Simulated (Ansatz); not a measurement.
# C3H4OSi: shape, modes and thermochemistry

The task is to find a stationary geometry of C3H4OSi, check the end point by its vibrations and derive ideal-gas thermochemistry, and look at its orbitals and charge.

Computed with Ansatz 0.2.0, Gaussian basis. Level: RKS PBE0-D4/def2-TZVP.

Levels to be run: relaxation at PBE-D4/def2-SVP; relaxation at PBE0-D4/def2-TZVP; harmonic vibrations at the same level; a single point in def2-TZVPP for the fields.

**1. Starting geometry**

SMILES `C#CC(=O)[SiH3]`, 9 atoms, charge 0, spin multiplicity 1.

Atoms are counted from 1 here; the program's logs count them from 0.

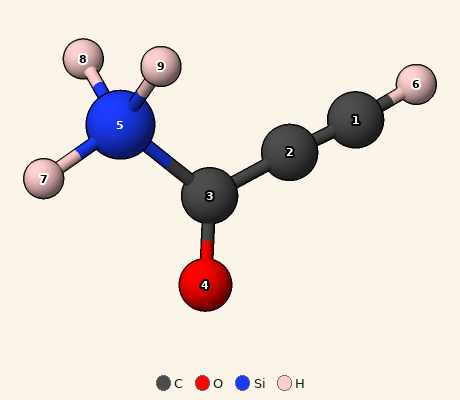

As it starts; carbon dark grey, oxygen red, silicon blue, hydrogen pink; atoms are numbered from 1 in the order of the file.

Geometry (Å):

```xyz
9

C     0.57380    2.30110   -0.44440
C     0.57930    1.14320   -0.43300
C     0.63460   -0.29090   -0.42660
O     1.66080   -0.87480   -0.96380
Si   -0.66720   -1.24620    0.45610
H     0.48590    3.42650   -0.48640
H    -0.45410   -2.71490    0.43400
H    -1.97800   -0.94580   -0.10940
H    -0.74660   -0.84430    1.95630
```

The start is a force-field geometry with small random shifts, so a cheaper pass at PBE-D4/def2-SVP comes first.

**2. Optimising with PBE-D4/def2-SVP (cheap first pass)**

Input file in.yaml:

```yaml
crystal:
  periodic: [false, false, false]
  atoms:
    - {symbol: C, position_ang: [0.573800, 2.301100, -0.444400]}
    - {symbol: C, position_ang: [0.579300, 1.143200, -0.433000]}
    - {symbol: C, position_ang: [0.634600, -0.290900, -0.426600]}
    - {symbol: O, position_ang: [1.660800, -0.874800, -0.963800]}
    - {symbol: Si, position_ang: [-0.667200, -1.246200, 0.456100]}
    - {symbol: H, position_ang: [0.485900, 3.426500, -0.486400]}
    - {symbol: H, position_ang: [-0.454100, -2.714900, 0.434000]}
    - {symbol: H, position_ang: [-1.978000, -0.945800, -0.109400]}
    - {symbol: H, position_ang: [-0.746600, -0.844300, 1.956300]}
basis:
  gaussian: {orbitals: def2-SVP}
hamiltonian: {xc: pbe, dispersion: d4}
relax: {f_tol: 0.03, max_steps: 200}
```

Command:

```console
ansatz run in.yaml --threads 2 --pin off --events-out ev --progress --plain --max-ram 4352MiB
```

The log of the run, cut to the lines that bear on the results:

```text
Functional definition: PBE
  name "PBE"
  cite "Perdew, Burke & Ernzerhof, Phys. Rev. Lett. 77, 3865 (1996) doi:10.1103/PhysRevLett.77.3865"
  parent pbe
[...]
1045 factors; their error is unknown
[...]
mean field -13080.50562677 eV, -480.6997154988 hartree, gradient 1.9e-5 eV, S^2 0.000000; 0 other end points of the search recorded, 0 dependent functions left out
[...]
reference -13080.50565902 eV, -480.6997166839 hartree; 22, 22 occupied and 72, 72 virtual orbitals, 1045 factors
relax step   1: F+E_penalty+E_count = -13080.69198432 eV  Δ(F+E_penalty+E_count) = +0.000e0 eV  max|allowed force component| = 9.937e0 eV/Å  Δτ_max = 0.0000 Å  (28 SCF iters, accepted)
[...]
relax step   3: F+E_penalty+E_count = -13081.11807530 eV  Δ(F+E_penalty+E_count) = -2.396e-3 eV  max|allowed force component| = 3.596e0 eV/Å  Δτ_max = 0.1633 Å  (36 SCF iters, accepted)
[...]
relax step   5: F+E_penalty+E_count = -13081.18794750 eV  Δ(F+E_penalty+E_count) = +4.040e-2 eV  max|allowed force component| = 2.038e0 eV/Å  Δτ_max = 0.0975 Å  (31 SCF iters, rejected (line search))
[...]
relax step   7: F+E_penalty+E_count = -13081.31071637 eV  Δ(F+E_penalty+E_count) = -1.944e-2 eV  max|allowed force component| = 1.144e-1 eV/Å  Δτ_max = 0.1000 Å  (30 SCF iters, accepted)
[...]
relax step   8: F+E_penalty+E_count = -13081.31216368 eV  Δ(F+E_penalty+E_count) = -1.447e-3 eV  max|allowed force component| = 7.167e-2 eV/Å  Δτ_max = 0.0219 Å  (31 SCF iters, accepted)
[...]
relax step   9: F+E_penalty+E_count = -13081.31286116 eV  Δ(F+E_penalty+E_count) = -6.975e-4 eV  max|allowed force component| = 1.475e-2 eV/Å  Δτ_max = 0.0129 Å  (32 SCF iters, accepted)
1045 factors; their error is unknown
[...]
mean field -13081.12861707 eV, -480.7226099698 hartree, gradient 1.5e-5 eV, S^2 0.000000; 1 other end points of the search recorded, 0 dependent functions left out
[...]
reference -13081.12864957 eV, -480.7226111642 hartree; 22, 22 occupied and 72, 72 virtual orbitals, 1045 factors
Total energy: -13081.31289366 eV, -480.7293820097 hartree
Atom 0 at     0.497979     2.331946    -0.447725 Å, force    -0.001761     0.012219     0.000839 eV/Å
Atom 1 at     0.672760     1.117535    -0.471812 Å, force    -0.005174    -0.004922     0.002036 eV/Å
Atom 2 at     0.761919    -0.334519    -0.429352 Å, force     0.005050    -0.001622    -0.003026 eV/Å
Atom 3 at     1.688829    -0.963201    -0.930694 Å, force     0.003549     0.004338    -0.001625 eV/Å
Atom 4 at    -0.703391    -1.238688     0.499837 Å, force     0.014754     0.000094    -0.009192 eV/Å
Atom 5 at     0.367415     3.406743    -0.440364 Å, force     0.001399    -0.008882    -0.000363 eV/Å
Atom 6 at    -0.481069    -2.716321     0.384633 Å, force    -0.005319    -0.012200     0.002791 eV/Å
Atom 7 at    -2.013147    -0.840743    -0.122836 Å, force    -0.011682     0.005546    -0.005034 eV/Å
Atom 8 at    -0.702794    -0.808853     1.941114 Å, force    -0.000816     0.005428     0.013573 eV/Å
Dipole moment:    -0.350083     0.373424     0.180820 e Å
```

Wall time 16 s (2 threads of Arm Neoverse V1, shared host).

The steps of the relaxation: (the energy doesn't fall at every step)

```csv
step,energy from step 1 (eV),largest force component (eV/Å)
1,0.0000,9.9368
2,-0.4237,2.9729
3,-0.4261,3.5956
4,-0.5364,2.2674
5,-0.4960,2.0376
6,-0.5993,0.6249
7,-0.6187,0.1144
8,-0.6202,0.0717
9,-0.6209,0.0148
```

Close pairs (by a distance rule), those that changed most:

```csv
bond,before (Å),after (Å),change (Å)
C3–Si5,1.840,1.957,+0.116
C3–O4,1.297,1.227,-0.070
C1–C2,1.158,1.227,+0.069
Si5–H9,1.555,1.504,-0.051
C1–H6,1.130,1.083,-0.047
Si5–H8,1.459,1.504,+0.045
C2–C3,1.435,1.455,+0.020
Si5–H7,1.484,1.499,+0.014
```

**3. Relaxation at PBE0-D4/def2-TZVP**

Input file in.yaml:

```yaml
crystal:
  periodic: [false, false, false]
  atoms:
    - {symbol: C, position_ang: [0.497979, 2.331946, -0.447725]}
    - {symbol: C, position_ang: [0.672760, 1.117535, -0.471812]}
    - {symbol: C, position_ang: [0.761919, -0.334519, -0.429352]}
    - {symbol: O, position_ang: [1.688829, -0.963201, -0.930694]}
    - {symbol: Si, position_ang: [-0.703391, -1.238688, 0.499837]}
    - {symbol: H, position_ang: [0.367415, 3.406743, -0.440364]}
    - {symbol: H, position_ang: [-0.481069, -2.716321, 0.384633]}
    - {symbol: H, position_ang: [-2.013147, -0.840743, -0.122836]}
    - {symbol: H, position_ang: [-0.702794, -0.808853, 1.941114]}
basis:
  gaussian: {orbitals: def2-TZVP}
hamiltonian: {xc: pbe0, dispersion: d4}
relax: {f_tol: 0.005, max_steps: 150}
```

Launched as before.

The log of the run, cut to the lines that bear on the results:

```text
Functional definition: PBE0
  name "PBE0"
  cite "Adamo & Barone, J. Chem. Phys. 110, 6158 (1999) doi:10.1063/1.478522"
  cite "Perdew, Burke & Ernzerhof, Phys. Rev. Lett. 77, 3865 (1996) doi:10.1103/PhysRevLett.77.3865"
  parent pbe
[...]
1135 factors; their error is unknown
[...]
mean field -13090.52987900 eV, -481.0680999734 hartree, gradient 5.1e-5 eV, S^2 0.000000; 0 other end points of the search recorded, 0 dependent functions left out
[...]
reference -13090.52991211 eV, -481.0681011903 hartree; 22, 22 occupied and 163, 163 virtual orbitals, 1135 factors
relax step   1: F+E_penalty+E_count = -13090.68610506 eV  Δ(F+E_penalty+E_count) = +0.000e0 eV  max|allowed force component| = 1.887e0 eV/Å  Δτ_max = 0.0000 Å  (29 SCF iters, accepted)
[...]
Total energy: -13090.74936528 eV, -481.0761659453 hartree
Atom 0 at     0.495753     2.299527    -0.426391 Å, force     0.001656    -0.001083    -0.000526 eV/Å
Atom 1 at     0.668149     1.109227    -0.466835 Å, force    -0.003288    -0.004561     0.003416 eV/Å
Atom 2 at     0.743645    -0.336136    -0.433694 Å, force    -0.001719     0.004778    -0.001907 eV/Å
Atom 3 at     1.647226    -0.952790    -0.953337 Å, force     0.004567    -0.001347    -0.001980 eV/Å
Atom 4 at    -0.695303    -1.227512     0.497091 Å, force    -0.000877     0.001748     0.000254 eV/Å
Atom 5 at     0.369457     3.357393    -0.406783 Å, force    -0.000047     0.001026    -0.000369 eV/Å
Atom 6 at    -0.457738    -2.686837     0.419595 Å, force    -0.000075    -0.000419     0.000086 eV/Å
Atom 7 at    -1.977473    -0.853177    -0.152032 Å, force    -0.000072    -0.000371    -0.000189 eV/Å
Atom 8 at    -0.705214    -0.755797     1.905188 Å, force    -0.000144     0.000229     0.001214 eV/Å
Dipole moment:    -0.398991     0.362448     0.224421 e Å
```

Run time: 68 s. Hardware: 2 threads of Arm Neoverse V1, shared host.

Relaxation path:

```csv
step,energy from step 1 (eV),largest force component (eV/Å)
1,0.0000,1.8866
2,-0.0613,0.1599
3,-0.0629,0.0805
4,-0.0627,0.0775
5,-0.0631,0.0071
6,-0.0632,0.0059
7,-0.0632,0.0139
8,-0.0632,0.0143
9,-0.0632,0.0087
10,-0.0632,0.0052
11,-0.0632,0.0075
12,-0.0632,0.0137
13,-0.0632,0.0074
14,-0.0632,0.0048
```

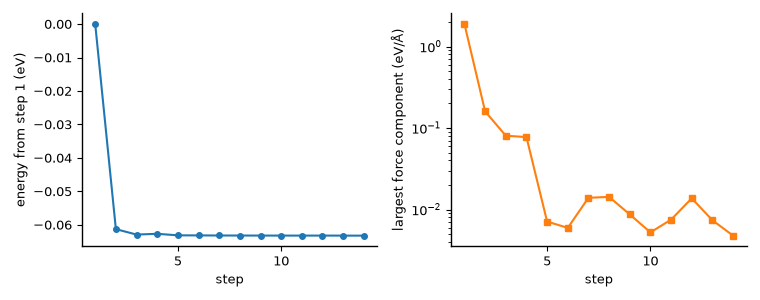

Energy and largest force along the relaxation.

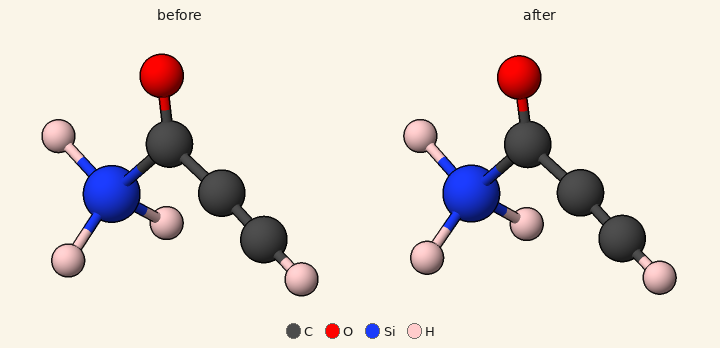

Before and after, at one scale.

Close pairs (by a distance rule), those that changed most:

```csv
bond,before (Å),after (Å),change (Å)
C3–Si5,1.957,1.932,-0.025
C1–C2,1.227,1.203,-0.024
Si5–H9,1.504,1.485,-0.019
Si5–H8,1.504,1.485,-0.019
Si5–H7,1.499,1.481,-0.018
C1–H6,1.083,1.066,-0.017
C3–O4,1.227,1.211,-0.016
C2–C3,1.455,1.448,-0.008
```

Mulliken charges at the end point, from the run's report:

```csv
atom,value (e)
C1,-0.09
C2,0.03
C3,0.00
O4,-0.26
Si5,0.13
H6,0.19
H7,0.00
H8,0.00
H9,0.00
```

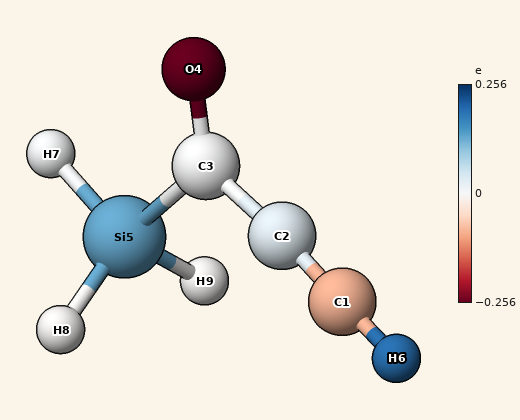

Mulliken charges at the end point, from the run's report, as colours on the atoms.

**4. Harmonic vibrations**

Input file in.yaml:

```yaml
crystal:
  periodic: [false, false, false]
  atoms:
    - {symbol: C, position_ang: [0.495753, 2.299527, -0.426391]}
    - {symbol: C, position_ang: [0.668149, 1.109227, -0.466835]}
    - {symbol: C, position_ang: [0.743645, -0.336136, -0.433694]}
    - {symbol: O, position_ang: [1.647226, -0.952790, -0.953337]}
    - {symbol: Si, position_ang: [-0.695303, -1.227512, 0.497091]}
    - {symbol: H, position_ang: [0.369457, 3.357393, -0.406783]}
    - {symbol: H, position_ang: [-0.457738, -2.686837, 0.419595]}
    - {symbol: H, position_ang: [-1.977473, -0.853177, -0.152032]}
    - {symbol: H, position_ang: [-0.705214, -0.755797, 1.905188]}
basis:
  gaussian: {orbitals: def2-TZVP}
hamiltonian: {xc: pbe0, dispersion: d4}
phonons: {temperatures: {t_min: 298.15, t_max: 900, t_step: 200}}
```

The command is unchanged.

The log of the run, cut to the lines that bear on the results:

```text
Functional definition: PBE0
  name "PBE0"
  cite "Adamo & Barone, J. Chem. Phys. 110, 6158 (1999) doi:10.1063/1.478522"
  cite "Perdew, Burke & Ernzerhof, Phys. Rev. Lett. 77, 3865 (1996) doi:10.1103/PhysRevLett.77.3865"
  parent pbe
[...]
1135 factors; their error is unknown
[...]
mean field -13090.59150977 eV, -481.0703648624 hartree, gradient 4.7e-5 eV, S^2 0.000000; 0 other end points of the search recorded, 0 dependent functions left out
[...]
reference -13090.59154251 eV, -481.0703660657 hartree; 22, 22 occupied and 163, 163 virtual orbitals, 1135 factors
[...]
1135 factors; their error is unknown
mean field -13090.59149543 eV, -481.0703643355 hartree, gradient 1.3e-6 eV, S^2 0.000000; 0 other end points of the search recorded, 0 dependent functions left out
[...]
reference -13090.59152817 eV, -481.0703655387 hartree; 22, 22 occupied and 163, 163 virtual orbitals, 1135 factors
[...]
Atom 1 at     0.668149     1.109227    -0.466835 Å, force    -0.003278    -0.004543     0.003416 eV/Å
Atom 2 at     0.743645    -0.336136    -0.433694 Å, force    -0.001717     0.004735    -0.001917 eV/Å
Atom 3 at     1.647226    -0.952790    -0.953337 Å, force     0.004556    -0.001331    -0.001970 eV/Å
Atom 4 at    -0.695303    -1.227512     0.497091 Å, force    -0.000879     0.001756     0.000264 eV/Å
Atom 5 at     0.369457     3.357393    -0.406783 Å, force    -0.000045     0.000994    -0.000369 eV/Å
Atom 6 at    -0.457738    -2.686837     0.419595 Å, force    -0.000073    -0.000419     0.000084 eV/Å
Atom 7 at    -1.977473    -0.853177    -0.152032 Å, force    -0.000068    -0.000370    -0.000187 eV/Å
Atom 8 at    -0.705214    -0.755797     1.905188 Å, force    -0.000146     0.000223     0.001207 eV/Å
Dipole moment:    -0.398990     0.362449     0.224420 e Å
Vibrations: 52.95 120.96 213.56 290.36 426.76 454.68 599.31 678.62 682.76 723.22 751.35 883.94 932.60 933.01 1043.88 1732.95 2197.15 2232.02 2242.26 2266.60 3471.88 cm⁻¹, zero-point energy 1.421530 eV
```

It took 3 min on 2 threads of Arm Neoverse V1, shared host.

Motions are named by where the mode's potential energy lies. The modes, unscaled (a negative number is an imaginary wavenumber):

```csv
mode,cm⁻¹,motion
1,53,torsion
2,121,bend
3,214,bend
4,290,bend
5,427,bend with torsion
6,455,Si–C stretch with bend
7,599,bend with C–C stretch
8,679,bend
9,683,bend
10,723,bend with torsion
11,751,bend
12,884,bend
13,933,bend with torsion
14,933,bend with torsion
15,1044,C–C stretch with bend
16,1733,C–O stretch
17,2197,C–C stretch
18,2232,Si–H stretch
19,2242,Si–H stretch
20,2267,Si–H stretch
21,3472,C–H stretch
```

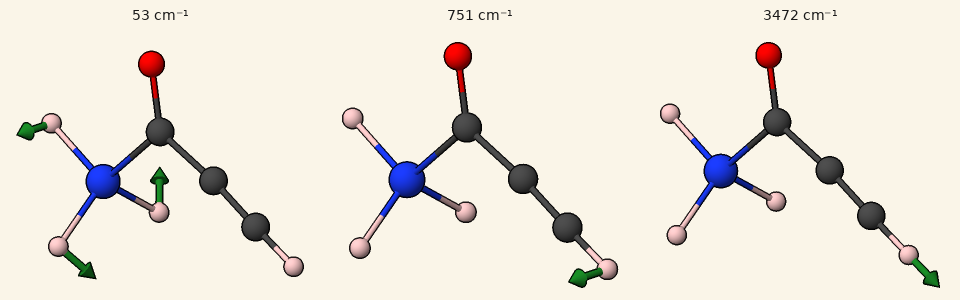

How the atoms move in 3 of the modes.

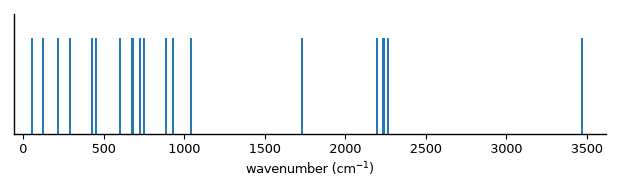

The harmonic wavenumbers as sticks (no intensities were computed).

Ideal gas, rigid rotor and harmonic oscillator at 298.15 K and 1 bar, with symmetry number 1:

```csv
term,value
zero-point energy,137.2 kJ/mol
H(298) − E,157.1 kJ/mol
"entropy, translation",164.1 J/(mol K)
"entropy, rotation",111.2 J/(mol K)
"entropy, vibration",62.9 J/(mol K)
"entropy, total",338.2 J/(mol K)
```

**5. Orbitals, density and potential**

in.yaml: that of step 4 with these lines changed.

```diff
@@ -13,4 +13,4 @@
 basis:
-  gaussian: {orbitals: def2-TZVP}
+  gaussian: {orbitals: def2-TZVPP}
 hamiltonian: {xc: pbe0, dispersion: d4}
-phonons: {temperatures: {t_min: 298.15, t_max: 900, t_step: 200}}
+output: {orbitals: {seedname: orbitals}}
```

Same command.

The log of the run:

```text
Functional definition: PBE0
  name "PBE0"
  cite "Adamo & Barone, J. Chem. Phys. 110, 6158 (1999) doi:10.1063/1.478522"
  cite "Perdew, Burke & Ernzerhof, Phys. Rev. Lett. 77, 3865 (1996) doi:10.1103/PhysRevLett.77.3865"
  parent pbe
  parameter a = 0.25
  parameter kappa = 0.804
  parameter beta = 0.06672455060314922
  exchange = (1 - a)*pbe_x(kappa = kappa, mu = beta*pi^2/3) + a*exact_x
  correlation = pbe_c(beta = beta)
1218 factors; their error is unknown
mean field evaluation 1: about -13085.4577 eV, gradient 5.0e1 eV
mean field evaluation 2: about -13081.4750 eV, gradient 6.8e1 eV
mean field evaluation 4: about -13090.5562 eV, gradient 3.6e0 eV
mean field evaluation 8: about -13090.5856 eV, gradient 1.7e-1 eV
mean field evaluation 16: about -13090.6145 eV, gradient 5.2e-5 eV
mean field -13090.61454558 eV, -481.0712114127 hartree, gradient 5.2e-5 eV, S^2 0.000000; 0 other end points of the search recorded, 0 dependent functions left out
reference -13090.61457794 eV, -481.0712126022 hartree; 22, 22 occupied and 200, 200 virtual orbitals, 1218 factors
Total energy: -13090.77240071 eV, -481.0770124820 hartree
```

Run time: 4.1 s. Hardware: 2 threads of Arm Neoverse V1, shared host.

Orbitals, density, ELF and potential are computed afterwards from the orbital file.

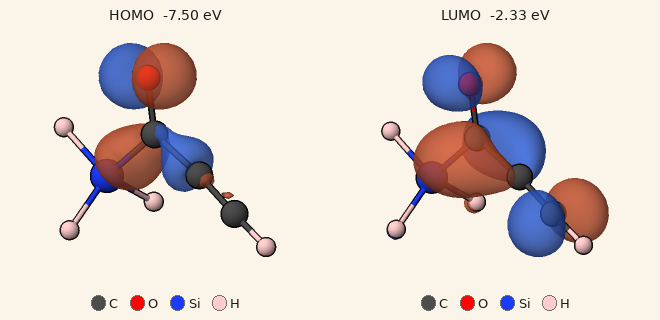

PBE0-D4/def2-TZVPP orbitals near the gap, drawn at the value that encloses 70 % of each; the two colours are the two signs.

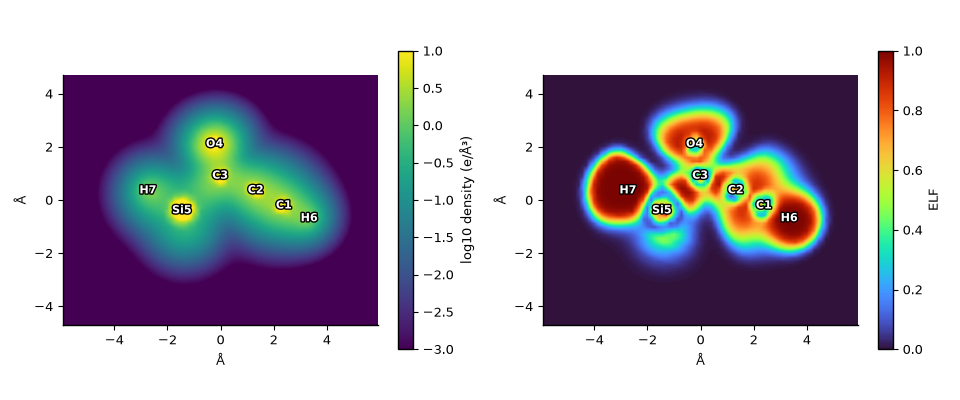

Density (left) and ELF (right) in a plane through or near 7 of the atoms.

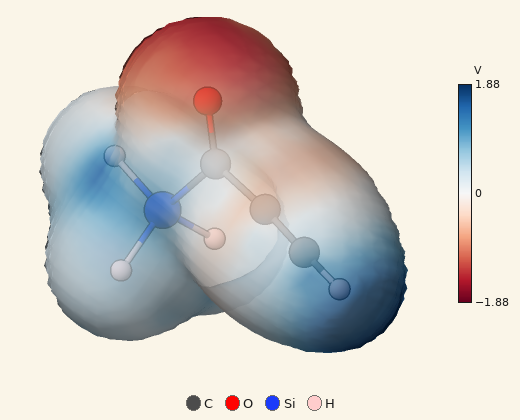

Electrostatic potential on the surface of density 0.002 e/bohr³; red is low, blue high. It runs, from the 1st to the 99th percentile, from -1.40 V near O4 to 1.88 V near H6.

**6. Outcome**

| quantity | value |
| --- | --- |
| point group | Cs |
| steps | 9 + 14 |
| shift from the start (rms) | 0.099 Å |
| total energy | -13090.7494 eV |
| dispersion term | -158 meV |
| dipole moment | 2.80 D |
| lowest, highest wavenumber | 53, 3472 cm⁻¹ |
| zero-point energy | 137.2 kJ/mol |
| entropy at 298.15 K | 338.2 J/(mol K) |
| HOMO, LUMO | -7.50, -2.33 eV |

**Reading.** The atoms moved 0.10 Å (rms) from the start; the bond that changed most is C3–Si5, from 1.840 to 1.932 Å. No mode is imaginary: a true minimum at this level. The stiffest mode, 3472 cm⁻¹, is a C–H stretch, and 2 modes under 200 cm⁻¹ make the vibrational entropy uncertain. Harmonic hybrid wavenumbers usually lie a few per cent above measured fundamentals. The largest Mulliken charge, -0.26 e, sits on O4. The HOMO lies mostly on O4 58 %; C3 14 % and the LUMO on C3 33 %; O4 27 %.
